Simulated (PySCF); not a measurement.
**C4H14O2Si2: NMR shifts in solvents**

Aim: compute the NMR shifts of C4H14O2Si2 (`CO[SiH2]O[Si](C)(C)C`), and see what a dielectric continuum does where one was used.

Programs: PySCF 2.14.0, with density-fitted response routines of our own. Each step states its level of theory. These are calculated values for one molecule, in the gas phase or a continuum, unless marked as measured. Atoms are numbered from 0 throughout.

### Step 1. Starting geometry

22 atoms, charge 0, multiplicity 1; geometry from: GFN2-xTB.

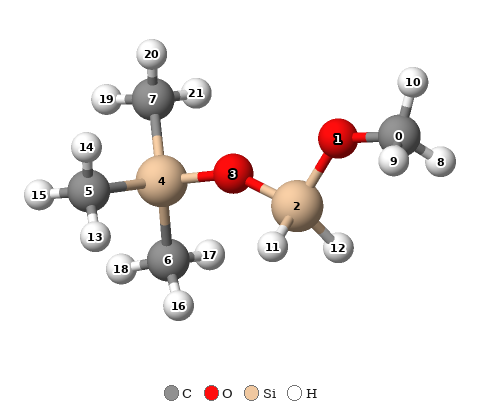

The starting geometry (carbon grey, oxygen red, silicon light orange, hydrogen white), atoms numbered; sticks join atoms by distance.

### Step 2. Geometry optimisation at PBE0-D3(BJ)/def2-SVP

The job: settings as JSON, then the geometry in Å.

```
{"job": {"xc": "PBE0", "basis": "def2-SVP", "d3": "d3bj", "grid": 1, "kind": "geom"}, "charge": 0, "multiplicity": 1}
C      4.106703     0.463362     0.115529
O      2.718101     0.536322     0.127712
Si     1.669809    -0.665229    -0.134150
O      0.256646     0.086233    -0.015044
Si    -1.377505     0.085999    -0.016846
C     -1.971852    -0.422131     1.718688
C     -1.971983    -1.166404    -1.321533
C     -1.902532     1.860744    -0.454828
H      4.472052     0.120955    -0.856189
H      4.469960    -0.227375     0.881201
H      4.501961     1.460133     0.315100
H      1.770271    -1.703076     0.893809
H      1.815584    -1.231240    -1.476419
H     -1.629507    -1.420856     1.972864
H     -1.589772     0.256079     2.475406
H     -3.054895    -0.416656     1.788251
H     -1.575960    -2.156408    -1.115260
H     -1.639183    -0.883622    -2.315657
H     -3.054109    -1.241679    -1.346081
H     -2.983273     1.960373    -0.480504
H     -1.521227     2.572728     0.270739
H     -1.519699     2.151135    -1.428425
```

Standard output:

```text
step   0  E = -889.42755021  max force = 0.026593
step   1  E = -889.43476475  max force = 0.004482
step   2  E = -889.43503507  max force = 0.001479
step   3  E = -889.43506805  max force = 0.001153
step   4  E = -889.43509045  max force = 0.000778
step   5  E = -889.43510279  max force = 0.000456
step   6  E = -889.43510969  max force = 0.000358
optimisation converged
```

Run time: 3.4 min. Hardware: 1 thread, shared host.

Along the way:

```
step  energy from step 0 (eV)  largest force component (eV/Å)
   0                   0.0000                          1.3675
   1                  -0.1963                          0.2305
   2                  -0.2037                          0.0761
   3                  -0.2046                          0.0593
   4                  -0.2052                          0.0400
   5                  -0.2055                          0.0234
   6                  -0.2057                          0.0184
```

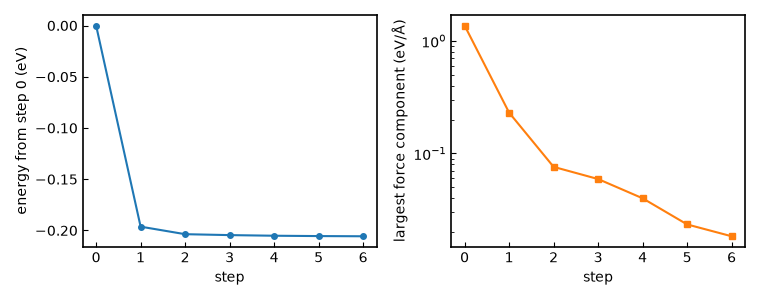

Energy and force, step by step.

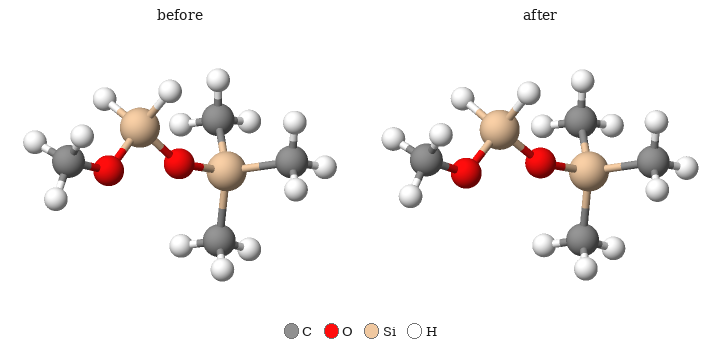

The geometry before (left) and after (right).

Close pairs (by a distance rule), those that changed most:

```csv
bond,before (Å),after (Å),change (Å)
O1–Si2,1.616,1.657,+0.041
O3–Si4,1.634,1.671,+0.037
Si4–C7,1.902,1.869,-0.033
Si2–H12,1.464,1.497,+0.033
Si2–H11,1.464,1.497,+0.032
Si4–C5,1.904,1.872,-0.031
Si4–C6,1.904,1.874,-0.030
Si2–O3,1.605,1.630,+0.025
```

The next job starts from the end point, and lists it.

```csv
at the end point,value
point group (found at 0.08 Å tolerance),C1
"rotational constants (GHz, main isotopes)","2.630, 0.616, 0.600"
dipole moment (D),0.70
```

### Step 3. Shielding tensors: PBE0/pcSseg-1 in tetrahydrofuran

The job: settings as JSON, then the geometry in Å.

```
{"job": {"kind": "nmr", "xc": "PBE0", "basis": "pcSseg-1", "solvent": "tetrahydrofuran", "pop": true}, "charge": 0, "multiplicity": 1}
C      4.203437     0.433886     0.101376
O      2.817326     0.608715     0.130013
Si     1.720591    -0.611168    -0.104062
O      0.237336     0.059474    -0.021542
Si    -1.433749     0.080240    -0.023715
C     -2.025681    -0.423271     1.679751
C     -2.042284    -1.128689    -1.319692
C     -1.960264     1.826185    -0.433368
H      4.557507     0.046220    -0.872626
H      4.555246    -0.257971     0.889871
H      4.687698     1.407937     0.269995
H      1.889295    -1.650457     0.959623
H      1.943104    -1.235802    -1.445681
H     -1.691717    -1.442696     1.929203
H     -1.631205     0.259930     2.448034
H     -3.125672    -0.403300     1.739498
H     -1.692258    -2.150905    -1.105334
H     -1.680099    -0.848730    -2.321387
H     -3.143435    -1.150665    -1.352367
H     -3.057983     1.919032    -0.446783
H     -1.566466     2.535281     0.311203
H     -1.579555     2.127237    -1.421587
```

With the program's defaults for keys left out, this is: GIAO PBE0/pcSseg-1 NMR shielding, non-relativistic, IEF-PCM tetrahydrofuran.

Standard output:

```text
coarse grid: 18448 points
cycle   1  E = -889.5150207694  dE =  5.344e-01  |g| = 1.033e+00  |ddm| = 4.040e+00
cycle   2  E = -889.2725605588  dE =  2.425e-01  |g| = 1.534e+00  |ddm| = 1.943e+00
cycle   3  E = -889.7122283571  dE = -4.397e-01  |g| = 1.585e-01  |ddm| = 1.331e+00
cycle   4  E = -889.7170862782  dE = -4.858e-03  |g| = 4.499e-02  |ddm| = 1.390e-01
cycle   5  E = -889.7175139138  dE = -4.276e-04  |g| = 1.467e-02  |ddm| = 3.751e-02
cycle   6  E = -889.7175475851  dE = -3.367e-05  |g| = 4.151e-03  |ddm| = 1.186e-02
cycle   7  E = -889.7175506115  dE = -3.026e-06  |g| = 5.136e-04  |ddm| = 3.209e-03
final grid: 166312 points
cycle   8  E = -889.7832101580  dE = -2.300e-05  |g| = 1.274e-02  |ddm| = 2.265e-02
cycle   9  E = -889.7831811751  dE =  2.898e-05  |g| = 1.794e-02  |ddm| = 1.931e-02
cycle  10  E = -889.7832418564  dE = -6.068e-05  |g| = 1.700e-03  |ddm| = 1.193e-02
cycle  11  E = -889.7832424343  dE = -5.779e-07  |g| = 1.468e-04  |ddm| = 1.254e-03
cycle  12  E = -889.7832424370  dE = -2.617e-09  |g| = 8.905e-05  |ddm| = 1.638e-04
cycle  13  E = -889.7832424382  dE = -1.228e-09  |g| = 2.707e-05  |ddm| = 7.758e-05
cycle  14  E = -889.7832424383  dE = -1.307e-10  |g| = 3.154e-06  |ddm| = 2.226e-05
converged SCF energy = -889.7832424383

GIAO shielding tensors (ppm)
atom      isotropic    diamagn.    paramagn.     s11        s22        s33       span
  0 C      135.024     236.342    -101.319    107.263    112.399    185.410     78.147
  1 O      317.724     404.672     -86.948    290.720    308.453    354.000     63.280
  2 Si     388.687     883.151    -494.464    369.074    371.103    425.886     56.812
  3 O      263.677     404.886    -141.209    228.968    247.473    314.590     85.622
  4 Si     332.228     882.431    -550.203    318.638    326.232    351.813     33.176
  5 C      183.747     257.513     -73.766    175.780    183.847    191.614     15.834
  6 C      183.138     257.471     -74.332    175.173    182.845    191.396     16.223
  7 C      183.461     257.522     -74.061    174.732    184.002    191.650     16.919
  8 H       27.614      25.803       1.811     23.390     25.281     34.170     10.780
  9 H       27.614      25.788       1.826     23.367     25.266     34.211     10.844
 10 H       27.459      25.822       1.637     23.141     25.162     34.074     10.933
 11 H       26.404      32.267      -5.863     22.721     25.555     30.935      8.213
 12 H       26.426      32.242      -5.816     22.692     25.674     30.911      8.218
 13 H       30.967      32.729      -1.762     27.014     28.763     37.124     10.110
 14 H       30.968      32.569      -1.601     27.086     28.567     37.251     10.165
 15 H       31.296      29.474       1.822     27.255     28.491     38.141     10.886
 16 H       31.055      32.740      -1.686     27.202     28.764     37.200      9.998
 17 H       30.924      32.510      -1.586     27.167     28.529     37.076      9.909
 18 H       31.263      29.472       1.792     27.240     28.458     38.091     10.851
 19 H       31.306      29.336       1.970     27.208     28.542     38.168     10.961
 20 H       30.940      32.479      -1.539     27.046     28.584     37.191     10.145
 21 H       30.977      32.453      -1.476     27.077     28.635     37.218     10.140
```

It took 70 s on 1 thread, shared host.

The references, computed at this level on geometries of the same kind, shield at (ppm): 1H TMS 31.24, 13C TMS 185.3, 29Si TMS 351.8, 17O H2O 341.8. Their shielding less the atom's gives the shift. The references are single molecules in the same continuum, so shifts against H2O, NH3, PH3, H3PO4 or CFCl3 are not on the usual liquid scales and can be off by tens of ppm. Atoms listed in one row are averaged.

```
                             atoms                               environment  σ (ppm)  δ (ppm)
                                C0                 methyl carbon bonded to O    135.0     50.3
                        C5, C6, C7                methyl carbon bonded to Si    183.4      1.8
                          H11, H12       hydrogen on a silicon bonded to 2 O    26.41     4.83
                       H8, H9, H10   hydrogen on a methyl carbon bonded to O    27.56     3.68
H13, H14, H15, H16, H17 and 4 more  hydrogen on a methyl carbon bonded to Si    31.08     0.17
                                O3                     oxygen bonded to 2 Si    263.7     78.1
                                O1                    oxygen bonded to C, Si    317.7     24.1
                               Si4                  silicon bonded to 3 C, O    332.2     19.6
                               Si2                silicon bonded to 2 O, 2 H    388.7    -36.9
```

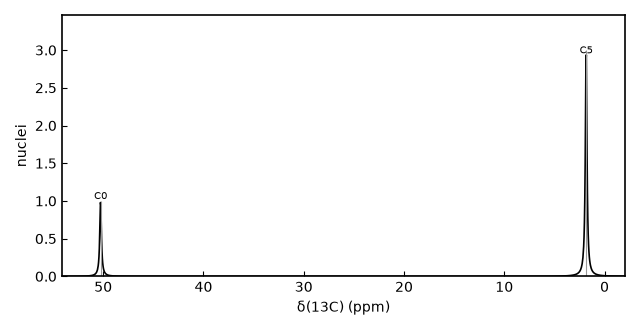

13C lines at the computed shifts, without couplings. Lines are broadened to a width of 0.19 ppm (Lorentzian).

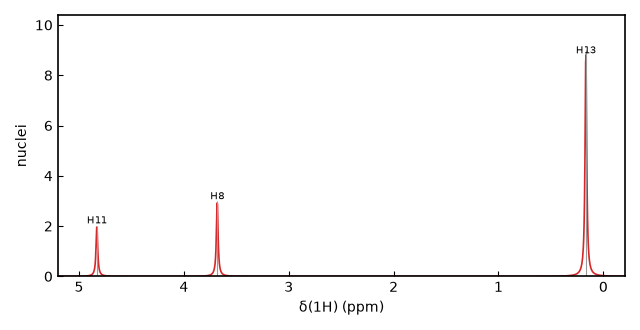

1H lines at the computed shifts, without couplings. Lines are broadened to a width of 0.02 ppm (Lorentzian).

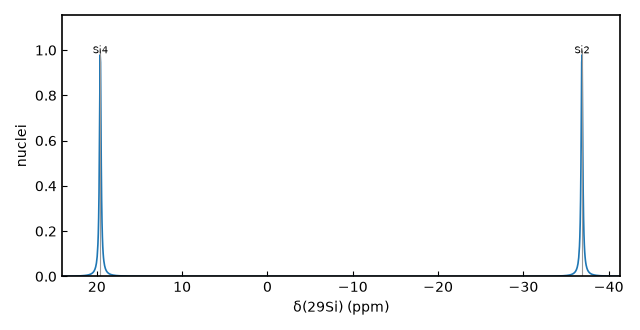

29Si lines at the computed shifts, without couplings. Lines are broadened to a width of 0.23 ppm (Lorentzian).

The run also stored atomic charges by several schemes (e):

```
     atoms  Mulliken    IAO  Hirshfeld  ESP fit
        C0     -0.03  -0.20      -0.03    -0.14
        O1     -0.66  -0.65      -0.25    -0.42
       Si2      0.98   1.20       0.44     0.84
        O3     -0.76  -0.87      -0.31    -0.72
       Si4      1.12   1.31       0.47     1.33
C5, C6, C7     -0.66  -0.74      -0.22    -0.83
```

Mulliken charges:

C0 -0.03; O1 -0.66; Si2 0.98; O3 -0.76; Si4 1.12; C5 -0.66; C6 -0.67; C7 -0.66; H8 0.11; H9 0.11; H10 0.13; H11 -0.16; H12 -0.16; H13 0.14; H14 0.15; H15 0.14; H16 0.14; H17 0.14; H18 0.15; H19 0.15; H20 0.15; H21 0.15

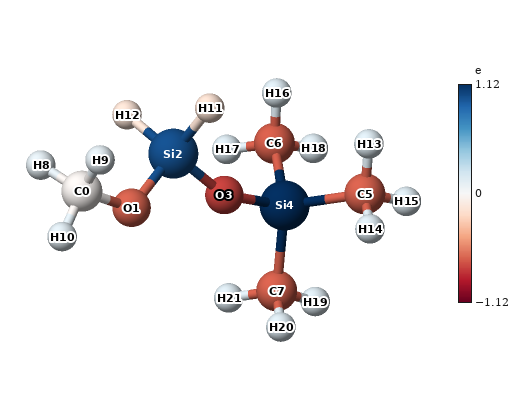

Mulliken charges, as colours on the atoms.

Mayer bond orders: C0–O1 0.90, O1–Si2 0.96, Si2–O3 1.00, O3–Si4 0.84, Si4–C5 0.96, Si4–C6 0.96, Si4–C7 0.96.

### Step 4. NMR shieldings: PBE0/pcSseg-1 in water

The job, as its differences from that of step 3:

```diff
@@ -1,2 +1,2 @@
-{"job": {"kind": "nmr", "xc": "PBE0", "basis": "pcSseg-1", "solvent": "tetrahydrofuran", "pop": true}, "charge": 0, "multiplicity": 1}
+{"job": {"kind": "nmr", "xc": "PBE0", "basis": "pcSseg-1", "solvent": "water", "pop": false}, "charge": 0, "multiplicity": 1}
 C      4.203437     0.433886     0.101376
```

Level: GIAO PBE0/pcSseg-1 NMR shielding, non-relativistic, IEF-PCM water.

Standard output:

```text
coarse grid: 18448 points
cycle   1  E = -889.5179342641  dE =  5.316e-01  |g| = 1.030e+00  |ddm| = 4.040e+00
cycle   2  E = -889.2844184530  dE =  2.335e-01  |g| = 1.518e+00  |ddm| = 1.910e+00
cycle   3  E = -889.7137087618  dE = -4.293e-01  |g| = 1.563e-01  |ddm| = 1.301e+00
cycle   4  E = -889.7184222130  dE = -4.713e-03  |g| = 4.409e-02  |ddm| = 1.362e-01
cycle   5  E = -889.7188292601  dE = -4.070e-04  |g| = 1.461e-02  |ddm| = 3.667e-02
cycle   6  E = -889.7188626234  dE = -3.336e-05  |g| = 4.043e-03  |ddm| = 1.167e-02
cycle   7  E = -889.7188655039  dE = -2.881e-06  |g| = 4.829e-04  |ddm| = 3.140e-03
final grid: 166312 points
cycle   8  E = -889.7845202875  dE = -2.312e-05  |g| = 1.272e-02  |ddm| = 2.263e-02
cycle   9  E = -889.7844917884  dE =  2.850e-05  |g| = 1.786e-02  |ddm| = 1.921e-02
cycle  10  E = -889.7845518738  dE = -6.009e-05  |g| = 1.682e-03  |ddm| = 1.182e-02
cycle  11  E = -889.7845524364  dE = -5.626e-07  |g| = 1.461e-04  |ddm| = 1.225e-03
cycle  12  E = -889.7845524389  dE = -2.445e-09  |g| = 9.103e-05  |ddm| = 1.610e-04
cycle  13  E = -889.7845524402  dE = -1.299e-09  |g| = 2.623e-05  |ddm| = 7.823e-05
cycle  14  E = -889.7845524403  dE = -1.246e-10  |g| = 3.026e-06  |ddm| = 2.165e-05
converged SCF energy = -889.7845524403

GIAO shielding tensors (ppm)
atom      isotropic    diamagn.    paramagn.     s11        s22        s33       span
  0 C      134.971     236.371    -101.400    107.063    112.208    185.643     78.581
  1 O      318.329     404.837     -86.507    291.814    308.700    354.474     62.660
  2 Si     388.339     883.183    -494.845    369.057    371.161    424.799     55.742
  3 O      263.817     405.035    -141.218    229.007    247.954    314.489     85.482
  4 Si     331.814     882.450    -550.636    318.729    325.573    351.141     32.412
  5 C      183.945     257.626     -73.680    175.930    184.046    191.860     15.930
  6 C      183.359     257.559     -74.200    175.336    183.084    191.657     16.321
  7 C      183.649     257.692     -74.044    174.889    184.148    191.909     17.020
  8 H       27.569      25.733       1.836     23.346     25.226     34.133     10.787
  9 H       27.571      25.720       1.851     23.325     25.212     34.175     10.850
 10 H       27.455      25.783       1.672     23.128     25.150     34.087     10.959
 11 H       26.402      32.277      -5.875     22.720     25.544     30.942      8.223
 12 H       26.424      32.254      -5.829     22.690     25.666     30.918      8.229
 13 H       30.947      32.734      -1.786     26.980     28.738     37.125     10.145
 14 H       30.990      32.598      -1.608     27.102     28.592     37.276     10.174
 15 H       31.255      29.453       1.802     27.193     28.442     38.131     10.938
 16 H       31.026      32.736      -1.711     27.150     28.730     37.197     10.046
 17 H       30.929      32.527      -1.598     27.157     28.536     37.094      9.937
 18 H       31.233      29.450       1.783     27.188     28.420     38.090     10.902
 19 H       31.247      29.314       1.932     27.124     28.472     38.143     11.019
 20 H       30.972      32.520      -1.547     27.082     28.613     37.222     10.140
 21 H       30.988      32.480      -1.492     27.089     28.641     37.235     10.146
```

Run time: 64 s. Hardware: 1 thread, shared host.

Key values: δ C0 50.5, C5 1.8, O3 79.4, O1 24.9, H11 4.83, H8 3.71 ppm (means over like atoms).

### Step 5. Comparing the runs: NMR shifts

Shifts (ppm) of some atoms, chosen among heavy atoms and hydrogens apart, means over like atoms, with basis size and wall time:

```csv
run,C0,H8,H13,O3,O1,Si4,Si2,functions,time
PBE0/pcSseg-1 in tetrahydrofuran,50.3,3.68,0.17,78.1,24.1,19.6,-36.9,220,70 s
PBE0/pcSseg-1 in water,50.5,3.71,0.17,79.4,24.9,20.0,-36.6,220,64 s
```

The continuum's effect on the ground state:

```
        solvent      ε  polarisation energy (Eh)  μ (D)
tetrahydrofuran   7.43                   -0.0055   1.03
          water  78.36                   -0.0071   1.14
```

### Step 6. What came out

| quantity | value |
| --- | --- |
| point group | C1 |
| rotational constants (main isotopes) | 2.63, 0.62, 0.60 GHz |
| 13C shifts against TMS (PBE0/pcSseg-1, tetrahydrofuran, means over atoms taken as alike) | 50.3, 1.8 ppm |
| 1H shifts against TMS (PBE0/pcSseg-1, tetrahydrofuran, means over atoms taken as alike) | 4.83, 3.68, 0.17 ppm |
| 17O shifts against H2O (PBE0/pcSseg-1, tetrahydrofuran) | 78.1, 24.1 ppm |
| 29Si shifts against TMS (PBE0/pcSseg-1, tetrahydrofuran) | 19.6, -36.9 ppm |
| range of the shift of O3 | 78.1 to 79.4 ppm |

The optimisation took 6 steps and gained 0.206 eV; among the close pairs (by a distance rule), O1–Si2 changed most, from 1.616 to 1.657 Å. No frequency check was run at this level, so the end point may be a saddle. The most deshielded carbon is C0 (methyl carbon bonded to O), at 50.3 ppm: deshielded by the electronegative neighbour. At PBE0/pcSseg-1: The widest tensor belongs to O3: span 86 ppm, with a paramagnetic part of -141 ppm. Across the 2 runs the shift of O3 moves most, between 78.1 (PBE0/pcSseg-1 in tetrahydrofuran) and 79.4 ppm (PBE0/pcSseg-1 in water). Most of that comes from the computed reference, not from the atom's own shielding. The continuum holds electrostatics alone: no hydrogen bonds to the solvent, and the gas-phase geometry is kept.
